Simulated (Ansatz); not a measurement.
**Abstraction of Cl: C2H5AlCl2 + C4H9 → C2H5AlCl + C4H9Cl**

Species: C2H5AlCl2 (ethylaluminum dichloride) `C[CH2][Al]([Cl])[Cl]`, singlet; C4H9 (tert-butyl radical) `C[C](C)C`, doublet; C2H5AlCl `C[CH2][Al][Cl]`, doublet; C4H9Cl (2-chloro-2-methylpropane) `CC(C)(C)Cl`, singlet. A radical takes Cl: the energy is the difference in strength between the Al–Cl bond broken and the C–Cl bond made.

Shapes, held fixed at every level: PBE0-D4/def2-TZVP. Flexible molecules stand in one conformer, not always the lowest. Programs: Ansatz 0.2.0. Electronic energies: no zero-point or thermal term.

```tsv
level	kind	ΔE (kJ/mol)	less CCSD(T)/CBS estimate
MP2/def2-SVP	perturbation theory	+132.6	-3.2
HF/def2-SVP	Hartree–Fock	+186.1	+50.3
SPW92/def2-TZVPP	LDA	+111.1	-24.7
PBE0-D4/def2-TZVPP	global hybrid	+137.8	+2.0
CCSD(T)/def2-SVP	coupled cluster or CI	+139.4	+3.6
CCSD/def2-SVP	coupled cluster or CI	+146.6	+10.8
CCSD(T)/CBS estimate	coupled cluster or CI	+135.8	0.0
```

The highest level, CCSD(T)/CBS estimate, gives ΔE = +135.8 kJ/mol; the levels span +111.1 to +186.1. The column of differences is taken from that level and isn't an error. No measured value is set beside it here. Open shells run unrestricted. The CBS estimate extrapolates MP2 from def2-TZVPP and def2-QZVPP and adds CCSD(T) − MP2 in the triple-zeta set, cores frozen.

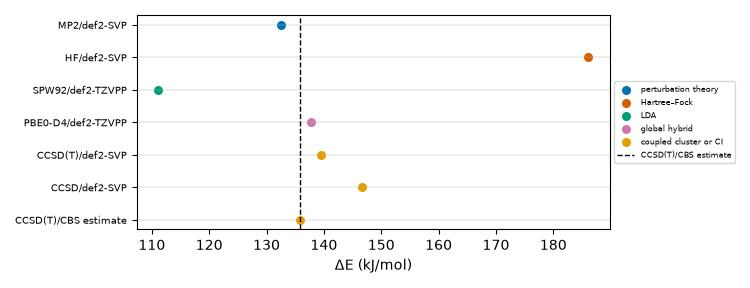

The values of the table, level by level.
